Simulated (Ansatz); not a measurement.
**SiH4O + CH3 radical: a complex and its separated parts**

Aim: how far the complex at one end of a reaction step lies below its separated, relaxed parts, level by level.

Method: PBE0-D4/def2-TZVP structures, single points in def2-TZVPP, no counterpoise correction; program: Ansatz 0.2.0, Gaussian basis.

Levels: SPW92, PBE-D4, BLYP-D4, r2SCAN-D4, B97M-V, PBE0-D4, B3LYP-D4, r2SCAN0-D4, BHLYP-D4, CAM-B3LYP-D4, wB97X-V, wB97M-V, B2PLYP, PBE-QIDH, RPA on PBE, Hartree-Fock, MP2, CCSD, CCSD(T).

Cores are frozen in the correlated methods. Orbitals are unrestricted. B3LYP uses VWN-RPA correlation. B2PLYP carries no dispersion term here.

94 further runs of the same task are left out: 94 set aside as unsound or not needed.

## Step 1: The starting structure

The complex: 10 atoms, charge 0, spin multiplicity 2.

Atoms are counted from 1 here; the program's logs count them from 0.

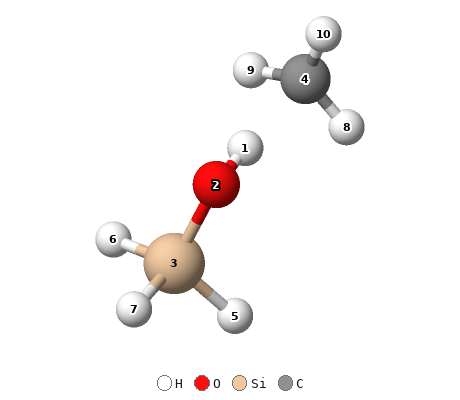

As it starts; hydrogen white, oxygen red, silicon light orange, carbon grey; atoms are numbered from 1 in the order of the file.

As a file:

```xyz
10
charge 0, multiplicity 2
H     0.39948   -0.65816   -0.42138
O     0.63887   -0.08840   -1.16307
Si    0.16826    1.48434   -1.06888
C    -0.31239   -1.64528    1.42271
H     0.75611    2.16976    0.11650
H    -1.31315    1.61593   -0.97566
H     0.64778    2.13788   -2.30882
H     0.27975   -1.02658    2.08256
H    -1.35285   -1.40615    1.25206
H     0.08812   -2.58345    1.06397
```

Its parts: SiH4O holds atoms 1, 2, 3, 5, 6, 7; CH3 radical holds atoms 4, 8, 9, 10. Each part counts its atoms afresh in its own runs.

## Step 2: Relaxing SiH4O alone

relax-a/in.yaml reads:

```yaml
crystal:
  periodic: [false, false, false]
  atoms:
    - {symbol: H, position_ang: [0.399485, -0.658161, -0.421381]}
    - {symbol: O, position_ang: [0.638874, -0.088397, -1.163067]}
    - {symbol: Si, position_ang: [0.168262, 1.484338, -1.068883]}
    - {symbol: H, position_ang: [0.756106, 2.169762, 0.116503]}
    - {symbol: H, position_ang: [-1.313145, 1.615931, -0.975664]}
    - {symbol: H, position_ang: [0.647781, 2.137881, -2.308820]}
basis:
  gaussian: {orbitals: def2-TZVP}
hamiltonian: {xc: pbe0, dispersion: d4}
relax: {f_tol: 0.005, max_steps: 200}
```

Launch:

```bash
> ansatz run in.yaml --threads 4 --pin off --events-out ev --progress --plain --max-ram 9574MiB
```

The runs that follow: Relaxing CH3 radical alone; SPW92/def2-TZVPP; PBE-D4/def2-TZVPP; BLYP-D4/def2-TZVPP; r2SCAN-D4/def2-TZVPP; B97M-V/def2-TZVPP; PBE0-D4/def2-TZVPP; B3LYP-D4/def2-TZVPP; r2SCAN0-D4/def2-TZVPP; BHLYP-D4/def2-TZVPP; CAM-B3LYP-D4/def2-TZVPP; wB97X-V/def2-TZVPP; wB97M-V/def2-TZVPP; B2PLYP/def2-TZVPP; PBE-QIDH/def2-TZVPP; RPA on PBE/def2-TZVPP; CCSD(T)/def2-TZVPP; Vibrations of SiH4O; Vibrations of CH3 radical.

**Question.** What will these runs give? Wanted: complex less parts, CCSD(T)/def2-TZVPP; with zero-point energy; largest T1 diagnostic.

As calculated:

```
                              quantity        value
complex less parts, CCSD(T)/def2-TZVPP  -9.6 kJ/mol
                with zero-point energy  -5.6 kJ/mol
                 largest T1 diagnostic        0.011
```

In words: At CCSD(T) the complex lies 9.6 kJ/mol below its parts. PBE-QIDH is the best functional here (+0.7 kJ/mol from CCSD(T)); SPW92 is the worst (-13.5 kJ/mol). By rung, the mean size of the error is: LDA 13.5, GGA 5.2, meta-GGA 3.0, hybrid 2.4, range-separated hybrid 1.8, double hybrid 1.2 kJ/mol. PBE-D4 gives a relative energy 6.1 kJ/mol too low, an error of 63 % of the reference. No counterpoise was applied, and triple zeta lacks some correlation, so the CCSD(T) reference has a basis error of its own, and close matches with it are partly luck.
